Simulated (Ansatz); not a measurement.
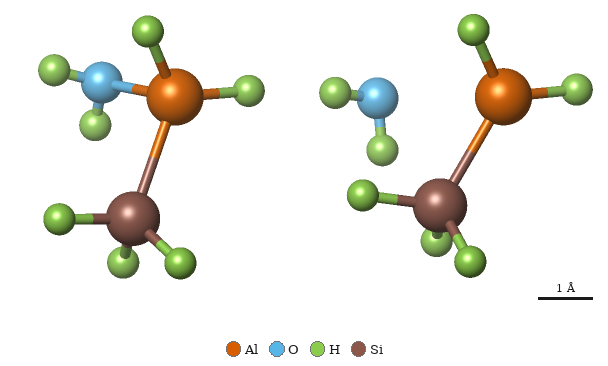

Two geometries of AlSiH$_{7}$O, drawn at one scale. One is the start of a relaxation, the other its converged end. A ball-and-stick model, seen at a tilt.

Theory: RKS PBE-D4/def2-SVP (Ansatz 0.2.0). Settings: no spin polarisation; force threshold 0.03 eV/Å; at most 50 steps.

Which of the two is the end point?

The left one is the relaxed one. The run prepares an end point of a later path (reaction) calculation, from a guessed geometry. After 10 geometry steps the energy has fallen by 68.9 kJ/mol. The largest force component goes from 0.91 to 0.026 eV/Å. The atom that moves furthest after the best rigid fit is the O atom (0.66 Å). Largest moves by element: O 0.66 Å, H 0.61 Å, Al 0.56 Å, Si 0.29 Å. Near-neighbour distances that change, for instance: Al–O 3.154 → 2.063 Å, Al–Si 2.354 → 2.475 Å, H–Si 1.517 → 1.522 Å. New bonds form, among them: Al–O (3.15 → 2.06 Å). Bond angles that change, for instance: H–Al–Si 121.7° → 117.1°, H–O–H 102.8° → 105.9°. The run took 16 s on 2 threads of Intel(R) Xeon(R) Platinum 8259CL CPU @ 2.50GHz (Skylake/Cascade Lake), with other jobs on the host, peak memory 0.14 GiB.
